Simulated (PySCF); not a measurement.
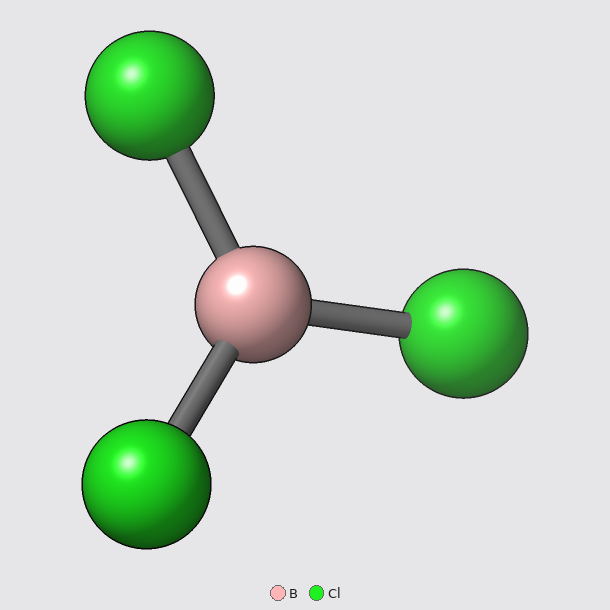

The lowest structure found in a search from several start shapes; its vibrations show a minimum. Charge 0, singlet. Method: RKS-based PBE0, B def2-TZVP, Cl def2-TZVP; non-relativistic; density fitting (PySCF 2.14.0).

**What is its shape?**

BCl3 is trigonal planar (D3h), with an angle of 120° at B.

**Does VSEPR predict this?**

The centre has 3 ligands and 0 lone pairs (AX3), for which VSEPR expects a trigonal planar shape. The calculation agrees.
